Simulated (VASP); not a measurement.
```xyz
5
Lattice="3.9002 0.0000 0.0000 -1.9501 3.3777 0.0000 0.0000 0.0000 4.8243" Properties=species:S:1:pos:R:3 pbc="T T T"
Ga     0.0000     0.0000     2.4121
Ni     1.9501     1.1259     3.6412
Ni     1.9501     1.1259     1.1830
Ni     0.0000     2.2518     2.4121
As     0.0000     2.2518     0.0000
```

Method: PBEsol GGA, VASP's PBE PAW potentials (set 64) (plane waves; VASP 6.6.1). Numerical set-up: 400 eV cut-off, 10×10×7 Γ-centred mesh, tetrahedra with Blöchl corrections, potentials Ga_d Ni As.

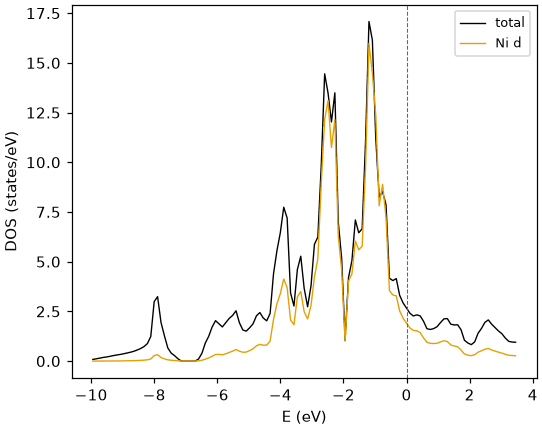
Total and projected density of states, zero at the Fermi level

Within 2 eV below the Fermi level the largest weight inside VASP's projection spheres is Ni d.

It has no gap at this level: it comes out as a metal or semimetal.

The structure comes from a computed database's GaNi3As entry (P-6m2); how it stands against other phases isn't given here. It was relaxed first. The run is not spin-polarised, so no magnetic state was tried.
